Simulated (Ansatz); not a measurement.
## TiB2 (P6/mmm): the Drude term of Re ε in the infrared

Re ε of TiB2 (P6/mmm) along x at low photon energies is read from one computed spectrum; the carriers' damping was typed as γ = 0.05 eV. x, y and z are the Cartesian axes of the input cell.

Symmetry: P6/mmm, No. 191, hexagonal system. The conventional cell has a = 3.029 Å, b = 3.029 Å, c = 3.228 Å, α = 90.00°, β = 90.00°, γ = 120.00°. Ti on site a is surrounded by 12 B at 2.38 Å. B on site d has 3 B at 1.75 Å as nearest neighbours.

Method: Ansatz 0.2.0, PBEsol, independent particles, k-mesh 15×15×12 with interpolation inside its cells, Gaussian parameter 0.1 eV.

Launch of the response step: `ansatz run input.yaml --threads 4 --pin off --max-ram 8192MiB --backend cpu --events-out ev --progress --plain --runs-dir out`. The run took 2.6 min, on 4 threads of Intel(R) Xeon(R) Processor @ 2.50GHz (Skylake/Cascade Lake) (shared host).

```
photon energy E (eV)  wavelength (µm)    Re ε
                0.25             4.96  -139.7
                0.30             4.13   -83.2
                0.35             3.54   -50.0
                0.40             3.10   -29.4
                0.50             2.48       ?
                0.60             2.07    -0.3
                0.70             1.77     1.8
```

A Drude term over a constant background gives Re ε = ε_b − ωp²/(E² + γ²), linear in 1/(E² + γ²).

Working, on the rows shown:

| x = 1/(E² + γ²) (eV⁻²) | y = Re ε |
| --- | --- |
| 15.3846 | -139.7 |
| 10.8108 | -83.2 |
| 8 | -50 |
| 6.15385 | -29.4 |
| 2.75862 | -0.3 |
| 2.03046 | 1.8 |

Means: x̄ = 7.5231, ȳ = -50.133. Σ(x − x̄)(y − ȳ) = -1364, Σ(x − x̄)² = 127.6. Slope = -1364 / 127.6 = -10.69; intercept = ȳ − slope · x̄ = 30.287. The line misses the rows shown by at most 6.8.

Problem. Fill in the last column of the withheld row.

Solution. At x = 3.9604 the line gives y = -12.049. The run gave -8.2, so the interpolation is off by 3.8, 3 % of the range in the table.

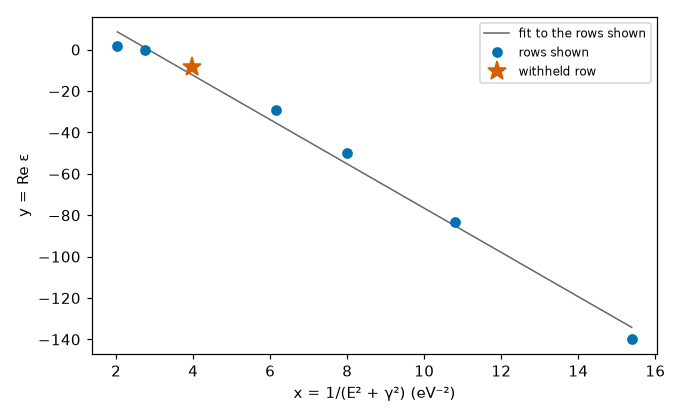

Refitted with all rows, the slope is -10.77 and the intercept 31.432. These give ωp = √(−slope) = 3.28 eV, against 3.70 eV from the program's Fermi-surface sum, and an intercept of 31.4. Taking the program's Drude term off the rows leaves 71 at the lowest energy and 30 at the highest, so the background isn't constant: interband transitions lie in or near the window, and neither fitted number can be trusted. The values come from a sum over the points of one k-mesh and carry its error, which is largest for Fermi-surface quantities.

[Logs are printed without paths, hosts, clocks, repeated set-up lines and the standing remarks that a program may print on its own settings, such as how far it seeks lower states.]
